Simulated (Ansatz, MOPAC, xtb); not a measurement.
# How methods differ on BNH3Cl (SMILES NBCl)

BNH3Cl, singlet, SMILES `NBCl`. Each level relaxes the structure for itself.

Quantity: the highest harmonic wavenumber at each level's own minimum, in cm⁻¹. The values are calculated.

```json
{"level": "AM1", "kind": "semi-empirical", "program": "MOPAC", "value (cm⁻¹)": "3570"}
{"level": "PM3", "kind": "semi-empirical", "program": "MOPAC", "value (cm⁻¹)": "3574"}
{"level": "MNDOD", "kind": "semi-empirical", "program": "MOPAC", "value (cm⁻¹)": "3651"}
{"level": "GFN2-xTB", "kind": "semi-empirical", "program": "xtb", "value (cm⁻¹)": "3530"}
{"level": "HF/STO-3G", "kind": "Hartree–Fock", "program": "Ansatz", "value (cm⁻¹)": "4229"}
{"level": "HF/3-21G", "kind": "Hartree–Fock", "program": "Ansatz", "value (cm⁻¹)": "3826"}
{"level": "HF/6-31G* (Cartesian functions)", "kind": "Hartree–Fock", "program": "Ansatz", "value (cm⁻¹)": "3928"}
{"level": "PBE/def2-SVP", "kind": "GGA", "program": "Ansatz", "value (cm⁻¹)": "3618"}
{"level": "PBE0-D4/def2-TZVP", "kind": "global hybrid", "program": "Ansatz", "value (cm⁻¹)": "3722"}
{"level": "B3LYP/6-31G* (Cartesian functions)", "kind": "global hybrid", "program": "Ansatz", "value (cm⁻¹)": "3682"}
```

Harmonic and unscaled. The values span 3530 to 4229 cm⁻¹.

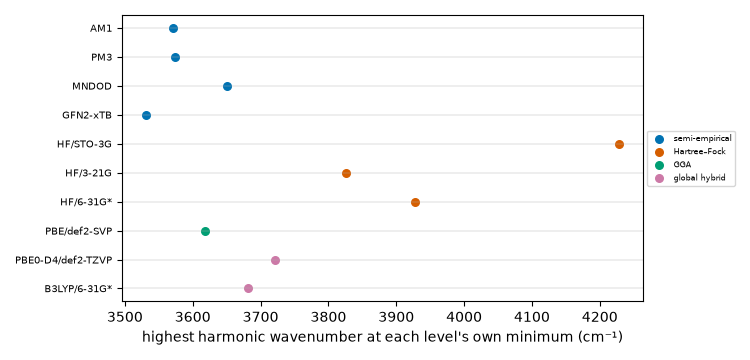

The values of the table, level by level.
